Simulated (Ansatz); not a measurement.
## Electronic structure of CH$_{4}$AlClO···SiH$_{4}$ in real space

```xyz
13

Al   -0.0114   -1.4311   -0.4750
Si    0.9910    2.1880    0.3387
C    -1.9131   -1.2621   -0.1220
O     1.1297   -1.1973    0.7479
H     0.2031    1.3635   -0.6180
Cl    0.7154   -2.0263   -2.3724
H     0.8591    3.6073   -0.0646
H     2.4131    1.7861    0.2728
H     0.4538    2.0022    1.7023
H    -2.4254   -0.7144   -0.9174
H    -2.0954   -0.7470    0.8241
H    -2.3832   -2.2485   -0.0591
H     2.0632   -1.3206    0.7426
```

Computed with Ansatz 0.2.0, RHF/def2-SVP.

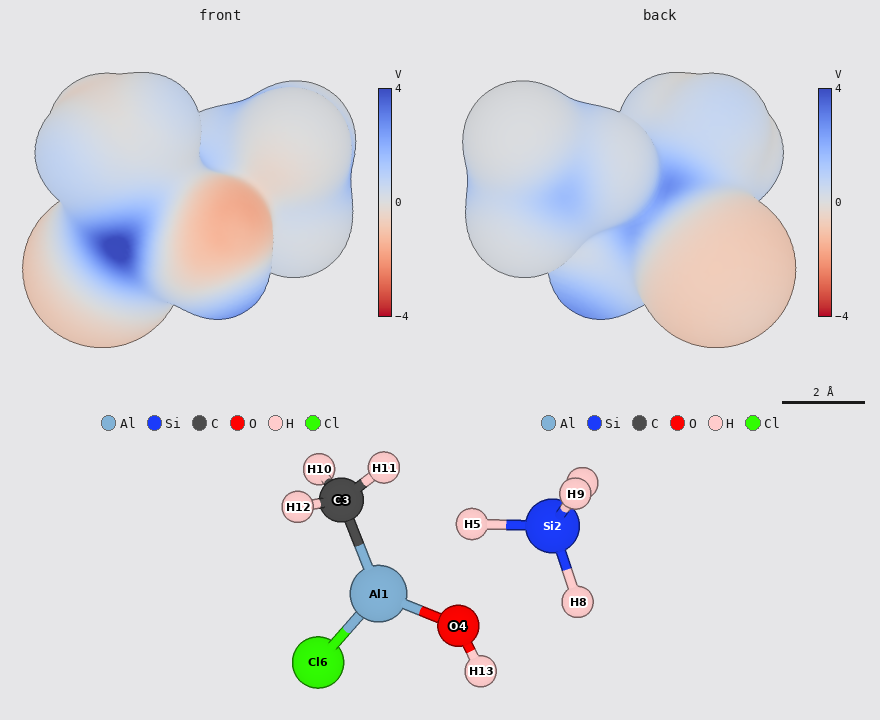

Figure 1. The molecular electrostatic potential painted on the density surface at 0.002 e/bohr³, seen from the front and from behind; the colour scale runs from red (negative) to blue (positive). The bare structure is drawn below in the same view.

### Describe the electrostatic potential map.

The most negative region (about −1.5 V, or −35 kcal/mol for a unit charge) lies over O4, the most positive (about +3.8 V, or +88 kcal/mol for a unit charge) over Al1. O4 is the likeliest acceptor of a hydrogen bond.

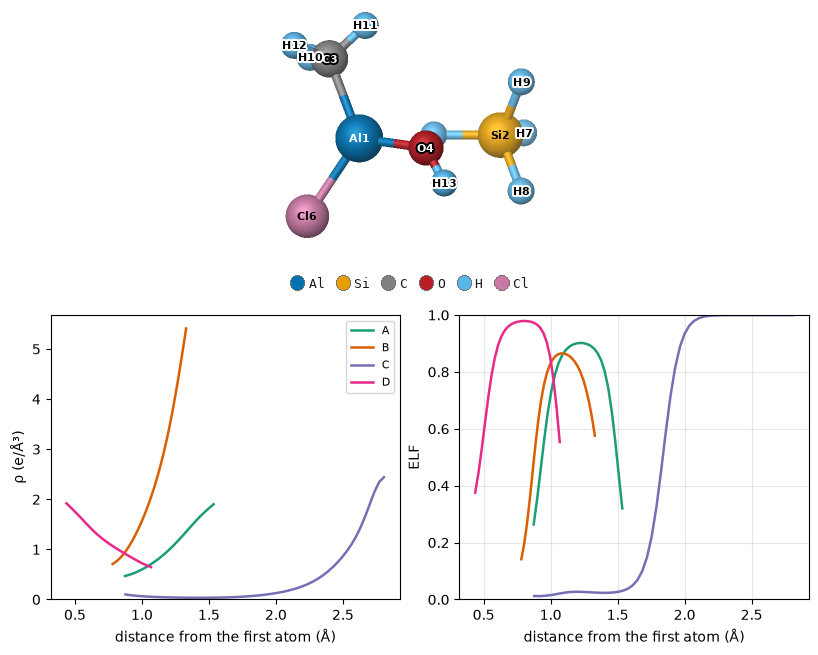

Figure 2. Total electron density and ELF along straight lines between neighbouring atoms. The curves leave out the atomic cores. The structure is drawn too.

### Which curve belongs to which contact (Al–Cl, Al–H, Al–O and C–Al)? The first atom named is at distance zero.

Curve A: Al–Cl (2.12 Å): the density is about 0.69 e/Å³ at the midpoint; the ELF peaks at about 0.90 in the valence shell of Cl, 0.9 Å from its nucleus, and is about 0.85 at the midpoint. Curve B: Al–O (1.69 Å): ρ is about 0.85 e/Å³ halfway; the ELF peaks at about 0.85 in the valence shell of O, 0.6 Å from its nucleus, and is about 0.35 at the midpoint. Curve C: Al1···H5 (2.81 Å): the density falls to about 0.03 e/Å³ on the way; the ELF climbs to about 1 towards the hydrogen. Curve D: C–Al (1.94 Å): ρ is about 0.77 e/Å³ halfway; the ELF peaks at about 1 between the atoms: a shared but strongly polarised pair.

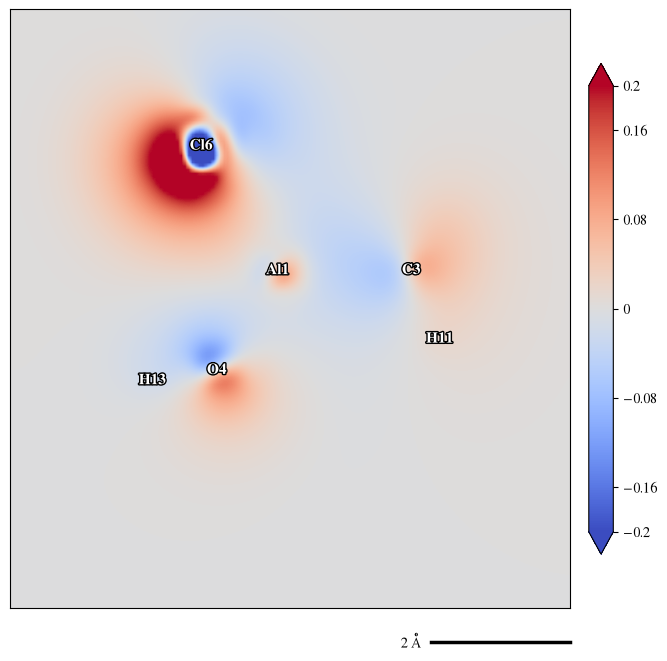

Figure 3. The HOMO−1 on the plane of atoms Al1, O4 and H13 (values in Å⁻³ᐟ²; the overall sign is arbitrary).

### Where does this orbital lie, and at what energy?

By Hirshfeld shares it lies mainly on Cl6 (about 90 %); largely a lone pair of Cl6. Its energy is −12.38 eV.
